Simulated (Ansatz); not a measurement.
C2H8FNOSi

Input

```
crystal:
  periodic: [false, false, false]
  atoms:
    - { symbol: "N", position_ang: [0.869, -2.1919, 0.0659] }
    - { symbol: C, position_ang: [0.2318, -1.0009, 0.7571] }
    - { symbol: Si, position_ang: [-0.3327, 0.3777, -0.4409] }
    - { symbol: O, position_ang: [0.9426, 0.6701, -1.5926] }
    - { symbol: C, position_ang: [-0.829, 1.87, 0.5029] }
    - { symbol: F, position_ang: [0.1618, 2.268, 1.3741] }
    - { symbol: H, position_ang: [0.1939, -2.5228, -0.6266] }
    - { symbol: H, position_ang: [1.6992, -1.8414, -0.4543] }
    - { symbol: H, position_ang: [-0.6237, -1.3179, 1.3828] }
    - { symbol: H, position_ang: [0.9774, -0.6023, 1.4855] }
    - { symbol: H, position_ang: [-1.4692, -0.1475, -1.1734] }
    - { symbol: H, position_ang: [1.0042, -0.0302, -2.236] }
    - { symbol: H, position_ang: [-1.0902, 2.75, -0.1549] }
    - { symbol: H, position_ang: [-1.7482, 1.69, 1.1392] }
magnetization:
  spin_polarized: true
basis:
  gaussian: { orbitals: cc-pVDZ }
hamiltonian:
  xc: revpbe
  dispersion: d4
relax:
  f_tol: 0.02
  max_steps: 40
output:
  orbitals: {}
```

Command:

```sh
ansatz run input.yaml --threads 4 --pin off --max-ram 5120MiB --backend cpu --events-out ev --progress --plain --runs-dir out
```

The fields are those of the run's last geometry, not of the input's.

All numbers below come from UKS revPBE-D4/cc-pVDZ (Ansatz).

Q: Predict the electron density and electron localisation function between the atoms.

A: C–F (1.42 Å): the density is about 1.8 e/Å³ at the midpoint, with its minimum of 1.5 e/Å³ about 0.5 Å from C; the ELF peaks at about 0.80 between the atoms; a shared but strongly polarised pair.
C–Si (1.92 Å): the density is about 0.9 e/Å³ at the midpoint; the ELF peaks at about 0.95 between the atoms, as expected for a covalent bond.

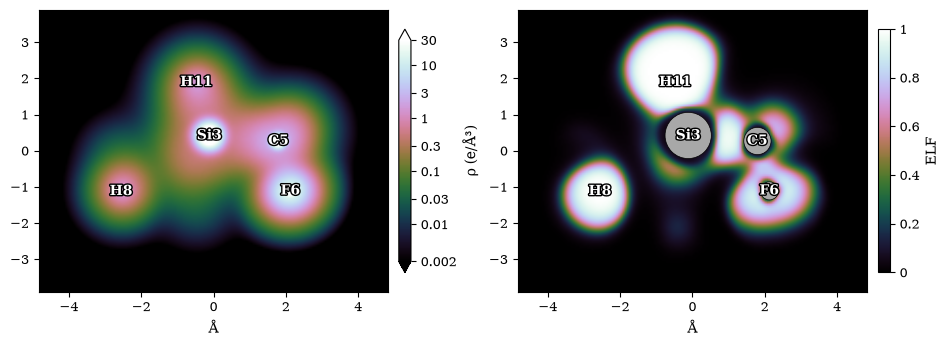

Computed electron density and electron localisation function on the plane of atoms Si3, C5 and F6, in this order. Grey discs cover the atomic cores in the ELF map. 
